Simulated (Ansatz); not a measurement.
## A frame of liquid acetonitrile from 298 K (186 atoms): geometry optimisation

Aim: bring a frame of liquid acetonitrile from 298 K (186 atoms) to a nearby minimum of the energy and see what moves.

Main program and level: Ansatz 0.2.0; Kohn-Sham DFT, PBE+D4, PAW (set soft_2), plane waves.

### 1. The starting structure

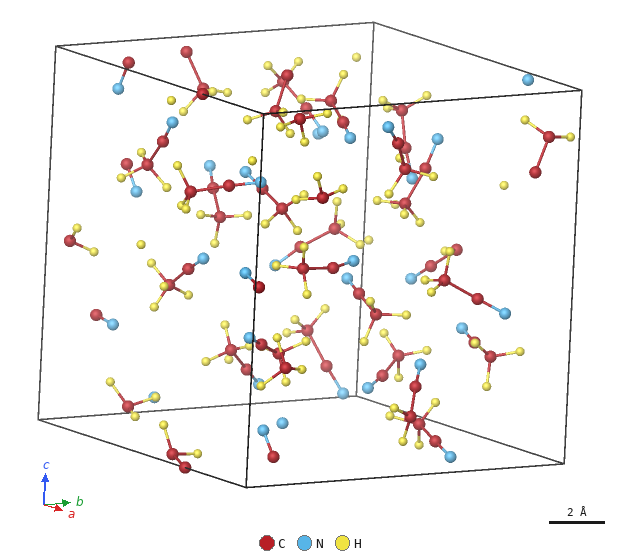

The cell as given, slightly off an axis (carbon red, nitrogen blue, hydrogen yellow). Bonds to atoms that aren't drawn are left out. Some periodic images of atoms are drawn too.

The cell holds 186 atoms: 62 C, 31 N and 93 H. Its edges and angles: a = 13.929 Å, b = 13.929 Å, c = 13.929 Å, α = 90.0°, β = 90.0°, γ = 90.0°. 31 acetonitrile placed at random, at 0.782 g/cm³; overlaps pushed apart, then 10 ps at 398 K with MMFF94 bonds, angles, torsions, charges and radii (Halgren, J. Comput. Chem. 17, 490 (1996)) in harmonic and 12-6 forms. Snapshot after 20 ps at 298 K and fixed volume. The starting density is a measured one.

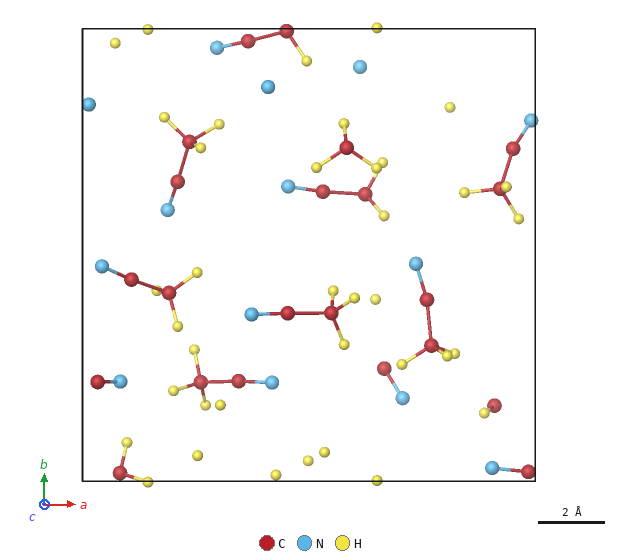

A slice 6 Å thick through the middle of the cell. Bonds to atoms that aren't drawn are left out.

Before any run, some limits are plain. The network of contacts between molecules at the start is that of the classical potential that made the cell. Only the Γ point is sampled, in a cell whose shortest periodic width is 14 Å.

### 2. Single point at the start

A single point comes first, to see the forces before anything moves.

The input, input.yaml:

```yaml
crystal:
  lattice:
    - [13.92888, 0.0, 0.0]
    - [0.0, 13.92888, 0.0]
    - [0.0, 0.0, 13.92888]
  atoms:
    - { symbol: C, position: [0.58367, 0.7368, 0.63758] }
    - { symbol: C, position: [0.59574, 0.78765, 0.7309] }
    - { symbol: "N", position: [0.60287, 0.81706, 0.80883] }
    - { symbol: H, position: [0.57772, 0.79029, 0.58276] }
    - { symbol: H, position: [0.51703, 0.69295, 0.63661] }
    - { symbol: H, position: [0.64984, 0.69183, 0.62382] }
    - { symbol: C, position: [0.54977, 0.37185, 0.64125] }
    - { symbol: C, position: [0.45348, 0.37132, 0.67701] }
    - { symbol: "N", position: [0.37349, 0.36866, 0.70773] }
    - { symbol: H, position: [0.57809, 0.30205, 0.60995] }
    - { symbol: H, position: [0.60109, 0.40488, 0.68571] }
    - { symbol: H, position: [0.55402, 0.42089, 0.58011] }
    - { symbol: C, position: [0.26844, 0.12823, 0.72312] }
    - { symbol: C, position: [0.34318, 0.12367, 0.79904] }
    - { symbol: "N", position: [0.3961, 0.11585, 0.86069] }
    - { symbol: H, position: [0.1982, 0.15399, 0.7418] }
    - { symbol: H, position: [0.25443, 0.05669, 0.68996] }
    - { symbol: H, position: [0.30464, 0.16842, 0.66614] }
    - { symbol: C, position: [0.08321, 0.66728, 0.87786] }
    - { symbol: C, position: [0.16764, 0.68816, 0.82015] }
    - { symbol: "N", position: [0.23075, 0.70127, 0.76922] }
    - { symbol: H, position: [0.01767, 0.65609, 0.83714] }
    - { symbol: H, position: [0.062, 0.72622, 0.92376] }
    - { symbol: H, position: [0.09697, 0.60779, 0.92677] }
    - { symbol: C, position: [0.23626, 0.12428, 0.07052] }
    - { symbol: C, position: [0.17788, 0.11412, 0.98094] }
    - { symbol: "N", position: [0.14334, 0.10807, 0.90488] }
    - { symbol: H, position: [0.30821, 0.10028, 0.0578] }
    - { symbol: H, position: [0.20271, 0.08682, 0.13273] }
    - { symbol: H, position: [0.25083, 0.20026, 0.0932] }
    - { symbol: C, position: [0.38412, 0.87138, 0.18544] }
    - { symbol: C, position: [0.43408, 0.79056, 0.14638] }
    [... 148 atom lines left out ...]
    - { symbol: C, position: [0.5966, 0.04994, 0.71552] }
    - { symbol: C, position: [0.63923, 0.14164, 0.7335] }
    - { symbol: "N", position: [0.68232, 0.21218, 0.74613] }
    - { symbol: H, position: [0.57559, 0.01871, 0.7837] }
    - { symbol: H, position: [0.65077, 0.00171, 0.68195] }
    - { symbol: H, position: [0.53474, 0.06428, 0.66626] }
kpoints:
  mp_grid: { grid: [1, 1, 1] }
hamiltonian:
  xc: pbe
  dispersion: d4
scf:
  occupations: { method: gaussian, width: 0.025 }
output:
  forces: true
  stress: true
  populations: true
  dos:
    method: { smearing: { sigma: 0.08 } }
    de: 0.1
    projected: { site_lists: { C: [C], H: [H], "N": ["N"] } }
  eigenvalues: true
```

Launch:

```bash
> ansatz run input.yaml --threads 4 --pin off --max-ram 8192MiB --backend cpu --events-out ev --progress --plain --runs-dir out
```

Numbers of over 12 decimals in the logs are rounded to 6 here.

The log of the run:

```text
Engine: ansatz 0.2.0, x86_64-unknown-linux-gnu
Pseudopotentials: kind: paw
Pseudopotential: C, paw, valence charge 4, recommended cutoff 420 eV (normal), C.paw.azcp
Pseudopotential: N, paw, valence charge 5, recommended cutoff 420 eV (normal), N.paw.azcp
Pseudopotential: H, paw, valence charge 1, recommended cutoff 420 eV (normal), H.paw.azcp
[... 5 lines on functional and potentials left out ...]
Crystal: 186 atoms, lattice volume = 2702.394 Å³
Basis set: ecut = 420 eV, 52635 PW (Γ), exchange–correlation on 192×192×192 points (8 copies of the dense FFT grid, shifted against one another)
Bands: 434, of which v1, the nominal top of the filled ones, is band 248 counted from 1 (247 counted from 0)
Symmetry: 1 space group operations
Space group: P1 (ITA 1), of the structure as read, at distance tolerance 1.4e-4 Å
k-points: 1
[... 7 lines on functional and potentials left out ...]
Initial density: superposition of atomic densities (neutral atoms: chi_scale 0, normalization atom), corrected by the library's trained network
Initial wavefunctions: pseudopotential atomic-orbital guess
Functional: x = pbe(κ = 0.804, μ = 0.219515), c = pbe(β = 0.066725)
SCF iter   1: F=—  HF=-28938.477007 eV  |F-HF|=—  |Δ(HF+E_count)|=         —  Δρ=3.41e-3  dr2=4.86e-1  ethr=1.77e-3  ⟨swp⟩=6.0  Hψ=1966  notcnv=0  defer=71
preconditioner: auto → Resta (q_TF=auto, 2.057 Å⁻¹)  ε∞=2.3  [insulator: Δε(μ)=6.098 eV  Ē_g=14.139 eV  σ=0.025 eV  W_gap=1.00  n_scr=388 (ndim 8)  ℏωp=15.9 eV  f_vac=0.279  D(μ)=0.00/eV (n_scr^D=0)  ε∞_Penn≈2.3]
SCF iter   2: F=—  HF=-28938.520727 eV  |F-HF|=—  |Δ(HF+E_count)|=   4.37e-2  Δρ=2.10e-3  dr2=1.59e-1  ethr=9.80e-5  ⟨swp⟩=2.0  Hψ=756  notcnv=0  defer=178
SCF iter   3: F=—  HF=-28938.525437 eV  |F-HF|=—  |Δ(HF+E_count)|=   4.71e-3  Δρ=1.05e-3  dr2=5.81e-2  ethr=3.20e-5  ⟨swp⟩=2.0  Hψ=512  notcnv=0  defer=178
SCF iter   4: F=—  HF=-28938.524547 eV  |F-HF|=—  |Δ(HF+E_count)|=   8.90e-4  Δρ=3.12e-4  dr2=4.49e-3  ethr=1.17e-5  ⟨swp⟩=3.0  Hψ=500  notcnv=0  defer=178
SCF iter   5: F=—  HF=-28938.523694 eV  |F-HF|=—  |Δ(HF+E_count)|=   8.54e-4  Δρ=2.36e-4  dr2=1.96e-3  ethr=9.06e-7  ⟨swp⟩=2.0  Hψ=748  notcnv=0  defer=182
SCF iter   6: F=—  HF=-28938.523360 eV  |F-HF|=—  |Δ(HF+E_count)|=   3.33e-4  Δρ=1.11e-4  dr2=4.07e-4  ethr=3.94e-7  ⟨swp⟩=2.0  Hψ=502  notcnv=0  defer=182
SCF iter   7: F=—  HF=-28938.523311 eV  |F-HF|=—  |Δ(HF+E_count)|=   4.92e-5  Δρ=2.93e-5  dr2=2.89e-5  ethr=8.21e-8  ⟨swp⟩=2.0  Hψ=500  notcnv=0  defer=182
SCF iter   8: F=—  HF=-28938.525791 eV  |F-HF|=—  |Δ(HF+E_count)|=   2.48e-3  Δρ=2.42e-5  dr2=2.00e-5  ethr=5.83e-9  ⟨swp⟩=2.0  Hψ=497  notcnv=0  defer=182
SCF iter   9: F=—  HF=-28938.525787 eV  |F-HF|=—  |Δ(HF+E_count)|=   3.93e-6  Δρ=5.05e-6  dr2=7.65e-7  ethr=4.03e-9  ⟨swp⟩=2.0  Hψ=497  notcnv=0  defer=182
SCF iter  10: F=—  HF=-28938.525787 eV  |F-HF|=—  |Δ(HF+E_count)|=   1.02e-7  Δρ=2.38e-6  dr2=2.00e-7  ethr=1.54e-10  ⟨swp⟩=2.0  Hψ=499  notcnv=0  defer=182
SCF iter  11: F=-28938.525787 eV  HF=-28938.525787 eV  |F-HF|=7.57e-8  |Δ(HF+E_count)|=   1.35e-8  Δρ=1.66e-6  dr2=9.25e-8  ethr=2.02e-11  ⟨swp⟩=14.0  Hψ=2783  notcnv=0
SCF 1 converged in 11 iterations: F = -28938.525787 eV  dr2 = 9.25e-8
  greatest PAW one-centre occupation: 0.844 electrons in one spin orbital (limit 2), on the N atom at site 128 (counted from 0), in its partial waves of l = 0
SCF converged after 11 iterations
Free energy (F): -28938.525787 eV
Harris-Foulkes:  -28938.525787 eV  (|F-HF|=7.57e-8)
Internal energy: -28938.525787 eV  (E = F + TS)
E sigma→0 (E₀):  -28938.525787 eV
Fermi energy:    -0.678268 eV
--- Per-component energies (eV) ---
  E_band       = -4368.278626
  E_kinetic    = 10761.557382
  E_local      = -32910.910612  (includes V_loc(G=0)·N_el)
  E_nonlocal   = 3350.214216
  E_hartree    = 11253.089407
  E_xc         = -5577.298989
  E_vxc        = -6987.870112  (∫ρ·V_xc dr)
  E_paw        = -10163.062348  (= ΣΔE_a)
  E_vpaw       = -1087.326758  (= ΣTr[D̂ρ^β])
  E_aug_tail   = -0.121467  (compensation charges beyond the density's cutoff)
  E_ewald      = -5644.603874
  E_disp       = -7.389501  (pairwise vdW)
  E_smearing   = -0.000000  (= −TS)
  E_closure    = 0.000000  (closes the sum)
  Σ components = -28938.525787   (vs F -28938.525787, Δ=0.00e0)
--- Forces (eV/Å), atoms counted from 1 ---
  atom   1  C      0.83083757    -0.35711320     1.15388756
  atom   2  C     -0.25579467    -1.08939468    -0.29419923
  atom   3  N      0.08242024     0.19368333    -0.29756615
  atom   4  H     -0.10588908     0.51134724    -0.77090809
  atom   5  H      0.50775324     0.23521418     0.13246219
  atom   6  H     -0.89593578     0.39080378     0.18227197
  atom   7  C      0.13784808    -0.74397080    -2.31581625
  atom   8  C     -3.08997231    -0.51514154     1.42107957
  atom   9  N      2.94355884     0.16342658    -1.09007217
  atom  10  H     -0.78098924     0.77657718     0.89638274
  atom  11  H      0.93403266     0.29040607     1.55257127
  atom  12  H     -0.37674604     0.19255251    -0.43791870
  atom  13  C      1.84164674    -0.97793264    -0.59134405
  atom  14  C     -3.54977879    -0.07410972    -2.46290258
[...]
atom 185  H     -0.41096880     0.30906009     0.06627909
  atom 186  H      0.35341341    -0.63266321     0.49953638
  max |Σ_I F_I| component: 9.82e-5 eV/Å
--- Stress (GPa, compression-positive) ---
        0.303293      -0.217632      -0.500690
       -0.217632       0.554084       0.308433
       -0.500690       0.308433      -0.094791
  P = ⅓ Tr σ = 0.2542 GPa (2.542 kbar)
--- Band table (eV) ---
  k-point 0: bands = ["-19.3462", "-19.2733", "-19.1831", "-19.1425", [... 418 levels ...], "7.9415", "7.9598", "7.9843", "8.0048", "8.0269", "8.0601", "8.0776", "8.0915", "8.1127", "8.1741", "8.2019", "8.2110"]
--- Löwdin populations: 186 sites ---
  site symbol       q [e]
     0      C      4.4699
     1      C      3.7757
     2      N      5.2277
[...]
185      H      0.7665
  spilling = 0.016055 (of n_electrons = 496.000000)
```

Elapsed: 15 s, on 4 threads of AMD EPYC 9R45, shared host; peak memory 3.5 GiB.

In the SCF lines HF is the Harris–Foulkes energy and dr2 the Hartree energy of the density residual, in eV; the loop may stop once dr2 is under the threshold and the program's other checks hold. Hψ counts applications of the Hamiltonian.

Read from the output:

| Item | Value |
| --- | --- |
| free energy | -28938.5258 eV |
| free energy per atom | -155.5835 eV/atom |
| SCF cycles | 11 |
| pressure | 0.2542 GPa |
| r.m.s. force component | 0.9815 eV/Å |
| longest force | 4.491 eV/Å |
| Fermi energy | -0.6783 eV |
| gap (highest filled to lowest empty level) | 5.851 eV |
| spilling of the projection | 0.01605 |

The r.m.s. force component of 0.98 eV/Å and the pressure of 0.25 GPa set the starting point.

Neighbours are counted within 1.34 Å (H-C), 1.85 Å (C-C), 1.62 Å (C-N).

Length of the force by element and coordination:

| element | coordination | atoms | mean length of the force (eV/Å) | spread | least | most |
| --- | --- | --- | --- | --- | --- | --- |
| C | all | 62 | 1.95 | 1.01 | 0.417 | 4.49 |
| C | 2 | 31 | 2.12 | 1.16 | 0.591 | 4.49 |
| C | 4 | 31 | 1.77 | 0.787 | 0.417 | 3.44 |
| H | all | 93 | 0.910 | 0.481 | 0.164 | 2.86 |
| N | all | 31 | 1.70 | 1.29 | 0.079 | 4.28 |

(Continued in part 2 of 3.)

[Logs are printed without paths, hosts, clocks, repeated set-up lines and the standing remarks that a program may print on its own settings, such as how far it seeks lower states.]

[Hosts, paths, dates, database ids (printed as entryN), source tags and the programs' standing remarks are cut or masked in the printed files.]

[The MMFF94 radii named for the starting cell were scaled by 0.96; in molecules described by MMFF94, hydrogen bound to N, O or S took a small fixed 12-6 site in their place.]
